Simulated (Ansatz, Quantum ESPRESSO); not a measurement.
# ErH3 (Fm-3m): zone-centre phonons, part 2 of 3

Wanted: the vibrations of ErH3 (Fm-3m) at Γ, by two programs.

Quantum ESPRESSO 7.5; DFT PBEsol, scalar-relativistic, plane waves, PseudoDojo norm-conserving, 4f in core pseudopotentials.

So far. Step 2 (A probe with smearing): No gap opens on this mesh, so smearing is kept; the start stands at -4.7 GPa. Step 4 (Ground state): The cell stands at -0.04 GPa, close enough for phonons. The relaxed cell has a = 5.012 Å (conventional setting).

## 5. Linear response at Γ

At q = 0 one unit cell holds all displacements; symmetry groups them into irreducible representations that are solved one by one. With smeared occupations no response to a homogeneous field can be asked.

The input, ph.in:

```
phonons
&inputph
   prefix = 'x'
   outdir = './tmp'
   fildyn = 'g.dyn'
   tr2_ph = 1.0d-18
   alpha_mix(1) = 0.4
   nmix_ph = 8
/
0.000000000 0.000000000 0.000000000
```

The run is started by

```sh
OMP_NUM_THREADS=1 mpirun -n 4 ph.x -nk 4 -in ph.in > ph.out
```

Output:

```text
[banners, grids, parts of the stress and lines that vanish by symmetry left out]
[banner, memory and clock lines left out]
Program PHONON v.7.5

     ./tmp/x.save/

     IMPORTANT: XC functional enforced from input :
     Exchange-correlation= PBESOL
                           (   1   4  10   8   0   0   0)
     Any further DFT definition will be discarded
     Please, verify this is what you really want

     G-vector sticks info

     Reading collected, re-writing distributed wavefunctions in ./tmp/

     Number and degeneracy of irreps per q-point
       N         xq(1)         xq(2)         xq(3)   N irreps
       1   0.000000000   0.000000000   0.000000000       4
        3   3   3   3

     Calculation of q =    0.0000000   0.0000000   0.0000000

     phonons

     bravais-lattice index     =            2
     lattice parameter (alat)  =       9.4719  a.u.
     unit-cell volume          =     212.4448 (a.u.)^3
     number of atoms/cell      =            4
     number of atomic types    =            2
     kinetic-energy cut-off    =      64.0000  Ry
     charge density cut-off    =     256.0000  Ry
     convergence threshold     =      1.0E-18
     beta                      =       0.4000
     number of iterations used =            8
     Exchange-correlation= PBESOL
                           (   1   4  10   8   0   0   0)

     celldm(1)=    9.47186  celldm(2)=    0.00000  celldm(3)=    0.00000
     celldm(4)=    0.00000  celldm(5)=    0.00000  celldm(6)=    0.00000

     crystal axes: (cart. coord. in units of alat)
               a(1) = ( -0.5000  0.0000  0.5000 )
               a(2) = (  0.0000  0.5000  0.5000 )
               a(3) = ( -0.5000  0.5000  0.0000 )

     reciprocal axes: (cart. coord. in units 2 pi/alat)
               b(1) = ( -1.0000 -1.0000  1.0000 )
               b(2) = (  1.0000  1.0000  1.0000 )
               b(3) = ( -1.0000  1.0000 -1.0000 )

     Atoms inside the unit cell:

     Cartesian axes

     site n.  atom      mass           positions (alat units)
        1  Er    167.2590   tau(    1) = (    0.00000    0.00000    0.00000  )
        2  H       1.0080   tau(    2) = (   -0.25000    0.25000    0.25000  )
        3  H       1.0080   tau(    3) = (   -0.75000    0.75000    0.75000  )
        4  H       1.0080   tau(    4) = (   -0.50000    0.50000    0.50000  )

     Computing dynamical matrix for
                    q = (   0.0000000   0.0000000   0.0000000 )

     49 Sym.Ops. (with q -> -q+G )

     G cutoff =  581.7696  (  14649 G-vectors)     FFT grid: ( 36, 36, 36)

     number of k points=    72  Marzari-Vanderbilt smearing, width (Ry)=  0.0200
                       cart. coord. in units 2pi/alat
        k(    1) = (   0.0000000   0.0000000   0.0000000), wk =   0.0011574
        k(    2) = (  -0.0833333   0.0833333  -0.0833333), wk =   0.0092593
        k(    3) = (  -0.1666667   0.1666667  -0.1666667), wk =   0.0092593
        [... further k-points left out ...]

     PseudoPot. # 1 for Er read from file:
     ./pseudo/Er.upf
     Pseudo is Norm-conserving + core correction, Zval = 11.0
     Using radial grid of 1906 points,  7 beta functions with:
                l(1) =   0
                l(2) =   0
                l(3) =   1
                l(4) =   1
                l(5) =   2
                l(6) =   2
                l(7) =   3

     PseudoPot. # 2 for H  read from file:
     ./pseudo/H.upf
     Pseudo is Norm-conserving, Zval =  1.0
     Using radial grid of 1180 points,  3 beta functions with:
                l(1) =   0
                l(2) =   0
                l(3) =   1

     Mode symmetry, O_h (m-3m)  point group:

     Atomic displacements:
     There are    4 irreducible representations

     Representation     1      3 modes -  To be done

     Representation     2      3 modes -  To be done

     Representation     3      3 modes -  To be done

     Representation     4      3 modes -  To be done

     Alpha used in Ewald sum =   2.6000

     Representation #   1 modes #   1   2   3

     Self-consistent Calculation
      thresh= 1.000E-02 alpha_mix =  0.400 |ddv_scf|^2 =  2.023E-08
      thresh= 1.422E-05 alpha_mix =  0.400 |ddv_scf|^2 =  3.262E-09
      thresh= 5.712E-06 alpha_mix =  0.400 |ddv_scf|^2 =  1.081E-11
      thresh= 3.287E-07 alpha_mix =  0.400 |ddv_scf|^2 =  1.769E-13
      thresh= 4.206E-08 alpha_mix =  0.400 |ddv_scf|^2 =  2.775E-14
      thresh= 1.666E-08 alpha_mix =  0.400 |ddv_scf|^2 =  3.472E-17
      thresh= 5.892E-10 alpha_mix =  0.400 |ddv_scf|^2 =  5.731E-18
      thresh= 2.394E-10 alpha_mix =  0.400 |ddv_scf|^2 =  6.080E-21

     End of self-consistent calculation

     Convergence has been achieved

     Representation #   2 modes #   4   5   6

     Self-consistent Calculation
      thresh= 1.000E-02 alpha_mix =  0.400 |ddv_scf|^2 =  9.141E-09
      thresh= 9.561E-06 alpha_mix =  0.400 |ddv_scf|^2 =  1.792E-09
      thresh= 4.233E-06 alpha_mix =  0.400 |ddv_scf|^2 =  2.378E-11
      thresh= 4.876E-07 alpha_mix =  0.400 |ddv_scf|^2 =  8.253E-13
      thresh= 9.084E-08 alpha_mix =  0.400 |ddv_scf|^2 =  2.209E-13
      thresh= 4.700E-08 alpha_mix =  0.400 |ddv_scf|^2 =  1.225E-15
[...]
End of self-consistent calculation

     Convergence has been achieved

     Representation #   3 modes #   7   8   9

     Self-consistent Calculation
[...]
End of self-consistent calculation

     Convergence has been achieved

     Representation #   4 modes #  10  11  12

     Self-consistent Calculation
[...]
thresh= 3.172E-05 alpha_mix =  0.400 |ddv_scf|^2 =  1.339E-09
      thresh= 3.659E-06 alpha_mix =  0.400 |ddv_scf|^2 =  9.364E-12
      thresh= 3.060E-07 alpha_mix =  0.400 |ddv_scf|^2 =  2.001E-12
      thresh= 1.415E-07 alpha_mix =  0.400 |ddv_scf|^2 =  2.284E-14
      thresh= 1.511E-08 alpha_mix =  0.400 |ddv_scf|^2 =  3.767E-16
      thresh= 1.941E-09 alpha_mix =  0.400 |ddv_scf|^2 =  5.538E-17
      thresh= 7.441E-10 alpha_mix =  0.400 |ddv_scf|^2 =  1.305E-19

     End of self-consistent calculation

     Convergence has been achieved

     Number of q in the star =    1
     List of q in the star:
          1   0.000000000   0.000000000   0.000000000

     Diagonalizing the dynamical matrix

     q = (    0.000000000   0.000000000   0.000000000 )

 **************************************************************************
     freq (    1) =      -3.993837 [THz] =    -133.220047 [cm-1]
     freq (    2) =      -3.993837 [THz] =    -133.220047 [cm-1]
     freq (    3) =      -3.993837 [THz] =    -133.220047 [cm-1]
     freq (    4) =      -0.164868 [THz] =      -5.499392 [cm-1]
     freq (    5) =      -0.164868 [THz] =      -5.499392 [cm-1]
     freq (    6) =      -0.164868 [THz] =      -5.499392 [cm-1]
     freq (    7) =      33.004132 [THz] =    1100.899333 [cm-1]
     freq (    8) =      33.004132 [THz] =    1100.899333 [cm-1]
     freq (    9) =      33.004132 [THz] =    1100.899333 [cm-1]
     freq (   10) =      33.183858 [THz] =    1106.894373 [cm-1]
     freq (   11) =      33.183858 [THz] =    1106.894373 [cm-1]
     freq (   12) =      33.183858 [THz] =    1106.894373 [cm-1]
 **************************************************************************

     Mode symmetry, O_h (m-3m)  point group:

     freq (   1-   3) =       -133.2  [cm-1]   --> T_1u G_15  G_4- I
     freq (   4-   6) =         -5.5  [cm-1]   --> T_1u G_15  G_4- I
     freq (   7-   9) =       1100.9  [cm-1]   --> T_2g G_25' G_5+ R
     freq (  10-  12) =       1106.9  [cm-1]   --> T_1u G_15  G_4- I
```

Elapsed: 3 min, on 4 MPI ranks of Arm Neoverse V1, shared host; 12 min of CPU time.

Numbers from this step:

```yaml
largest_acoustic_frequency_at_the_zone_centre_before_the_sum_rule: -5.5 cm⁻¹
highest_optical_zone_centre_mode_no_lo_to_term: 1107 cm⁻¹
lowest_optical_zone_centre_mode: -133.2 cm⁻¹
```

The acoustic modes at Γ come out as far as 5.5 cm⁻¹ from zero, where they should vanish, a small numerical error. The lowest optical mode is imaginary, 133i cm⁻¹, an instability at this level and on this k mesh.

## 6. Modes with the sum rule

A rigid shift of the crystal must cost nothing, but grids and finite bases break this; the acoustic sum rule is imposed before the matrix is diagonalised again.

The input, dynmat.in:

```
&input
   fildyn = 'g.dyn'
   asr = 'simple'
   fileig = 'dynmat.eig'
/
```

The run is started by

```sh
dynmat.x -in dynmat.in > dynmat.out
```

Output:

```text
[banner, memory and clock lines left out]
Program DYNMAT v.7.5

     Reading Dynamical Matrix from file g.dyn
     ...Force constants read
     ...epsilon and Z* not read (not found on file)
     A direction for q was not specified:TO-LO splitting will be absent

     Polarizability (A^3 units)
     multiply by 1.000000 for Clausius-Mossotti correction
         0.000000    0.000000    0.000000
         0.000000    0.000000    0.000000
         0.000000    0.000000    0.000000

     IR activities are in (D/A)^2/amu units

# mode   [cm-1]    [THz]      IR
    1   -128.71   -3.8586    0.0000
    2   -128.71   -3.8586    0.0000
    3   -128.71   -3.8586    0.0000
    4     -0.00   -0.0000    0.0000
    5     -0.00   -0.0000    0.0000
    6      0.00    0.0000    0.0000
    7   1101.49   33.0218    0.0000
    8   1101.49   33.0218    0.0000
    9   1101.49   33.0218    0.0000
   10   1107.46   33.2010    0.0000
   11   1107.46   33.2010    0.0000
   12   1107.46   33.2010    0.0000

[end of the log left out, with the tail of the file of modes that dynmat.x writes under the same name]
```

Elapsed: 0.46 s, on 1 thread.

Numbers from this step:

```yaml
lowest_optical_zone_centre_mode: -128.7 cm⁻¹
```

Unit eigenvectors of the mass-weighted matrix after the sum rule; no LO-TO term. The modes at Γ (shares of kinetic energy by element, %) (negative means imaginary):

```tsv
mode	frequency (cm⁻¹)	Er %	H %
1	-128.7	1	99
2	-128.7	1	99
3	-128.7	1	99
4	0.0	98	2
5	0.0	98	2
6	0.0	98	2
7	1101.5	0	100
8	1101.5	0	100
9	1101.5	0	100
10	1107.5	0	100
11	1107.5	0	100
12	1107.5	0	100
```

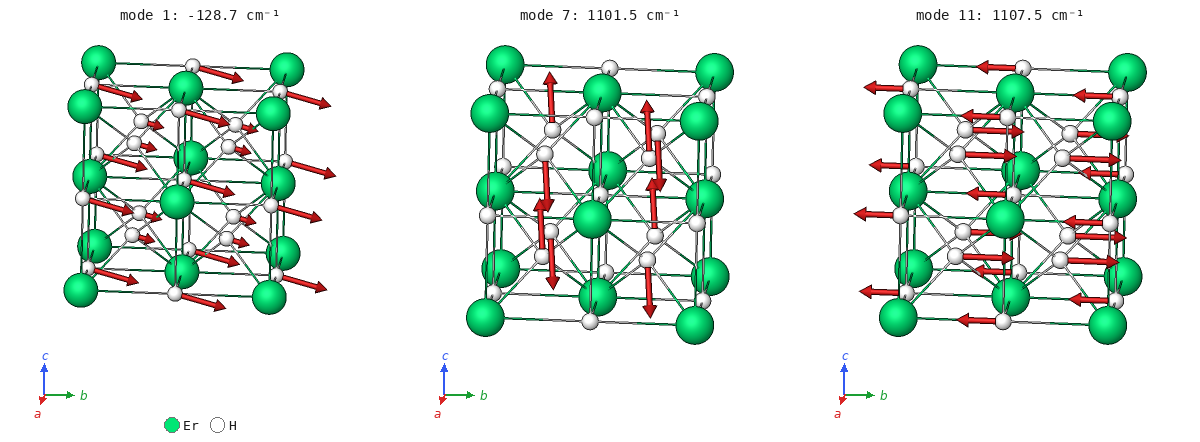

Displacement patterns of modes 1, 7 and 11 at Γ; arrows are exaggerated. Some periodic images of atoms are drawn too.

The rule also moves an optical mode by 4.5 cm⁻¹.

## 7. Sum rules set otherwise (asr no)

Without the rule the raw error of the acoustic modes shows.

The input, dynmat.in:

```
&input
   fildyn = 'g.dyn'
   asr = 'no'
   fileig = 'dynmat.eig'
/
```

The run is started by

```sh
dynmat.x -in dynmat.in > dynmat.out
```

Output:

```text
[banner, memory and clock lines left out]
Program DYNMAT v.7.5

     Reading Dynamical Matrix from file g.dyn
     ...Force constants read
     ...epsilon and Z* not read (not found on file)
     A direction for q was not specified:TO-LO splitting will be absent

     Polarizability (A^3 units)
     multiply by 1.000000 for Clausius-Mossotti correction
         0.000000    0.000000    0.000000
         0.000000    0.000000    0.000000
         0.000000    0.000000    0.000000

     IR activities are in (D/A)^2/amu units

# mode   [cm-1]    [THz]      IR
    1   -133.22   -3.9938    0.0000
    2   -133.22   -3.9938    0.0000
    3   -133.22   -3.9938    0.0000
    4     -5.50   -0.1649    0.0000
    5     -5.50   -0.1649    0.0000
    6     -5.50   -0.1649    0.0000
    7   1100.90   33.0041    0.0000
    8   1100.90   33.0041    0.0000
    9   1100.90   33.0041    0.0000
   10   1106.89   33.1839    0.0000
   11   1106.89   33.1839    0.0000
   12   1106.89   33.1839    0.0000

[end of the log left out, with the tail of the file of modes that dynmat.x writes under the same name]
```

Run time: 0.46 s. Hardware: 1 thread.

This step gave:

```yaml
lowest_optical_zone_centre_mode: -133.2 cm⁻¹
```

Zone-centre frequencies as printed; negative means imaginary. Modes:

```tsv
mode	frequency (cm⁻¹)
1	-133.2
2	-133.2
3	-133.2
4	-5.5
5	-5.5
6	-5.5
7	1101
8	1101
9	1101
10	1107
11	1107
12	1107
```

Against the first rule no mode moves by more than 5.6 cm⁻¹.

## 8. Sum rules set otherwise: a sum rule for molecules or wires on a crystal

This rule also removes rotations, which suits wires and not a crystal; it is tried to see the harm.

The input, dynmat.in:

```
&input
   fildyn = 'g.dyn'
   asr = 'one-dim'
   fileig = 'dynmat.eig'
/
```

The run is started by

```sh
dynmat.x -in dynmat.in > dynmat.out
```

Output:

```text
[banner, memory and clock lines left out]
Program DYNMAT v.7.5

     Reading Dynamical Matrix from file g.dyn
     ...Force constants read
     ...epsilon and Z* not read (not found on file)
asr rotation axis in 1D system=    3
     Acoustic Sum Rule: || Z*(ASR) - Z*(orig)|| =    0.000000E+00
     Acoustic Sum Rule: ||dyn(ASR) - dyn(orig)||=    1.144023E-01
     A direction for q was not specified:TO-LO splitting will be absent

     Polarizability (A^3 units)
     multiply by 1.000000 for Clausius-Mossotti correction
         0.000000    0.000000    0.000000
         0.000000    0.000000    0.000000
         0.000000    0.000000    0.000000

     IR activities are in (D/A)^2/amu units

# mode   [cm-1]    [THz]      IR
    1   -130.74   -3.9195    0.0000
    2   -130.74   -3.9195    0.0000
    3     -0.00   -0.0000    0.0000
    4     -0.00   -0.0000    0.0000
    5     -0.00   -0.0000    0.0000
    6      0.00    0.0000    0.0000
    7    583.30   17.4868    0.0000
    8   1100.90   33.0041    0.0000
    9   1100.90   33.0041    0.0000
   10   1106.99   33.1866    0.0000
   11   1106.99   33.1866    0.0000
   12   1184.04   35.4967    0.0000

[end of the log left out, with the tail of the file of modes that dynmat.x writes under the same name]
```

Wall time 0.46 s (1 thread).

The program raised no error, yet the settings are not those of a careful run.

The fault: a sum rule for molecules or wires on a crystal; 1 optical mode is projected out to zero frequency, as if it were a rotation.

For a crystal the rule has to be 'simple' or 'crystal'.

Zone-centre frequencies as printed; negative means imaginary. Modes:

```tsv
mode	frequency (cm⁻¹)
1	-130.7
2	-130.7
3	0
4	0
5	0
6	0
7	583.3
8	1101
9	1101
10	1107
11	1107
12	1184
```

[end of part 2 of 3]

[Host names and launcher messages were left out of these logs when they were recorded.]

[Logs are printed without paths, hosts, clocks, repeated set-up lines and the standing remarks that a program may print on its own settings, such as how far it seeks lower states.]

[Hosts, paths, dates, database ids (printed as entryN), source tags and the programs' standing remarks are cut or masked in the printed files.]
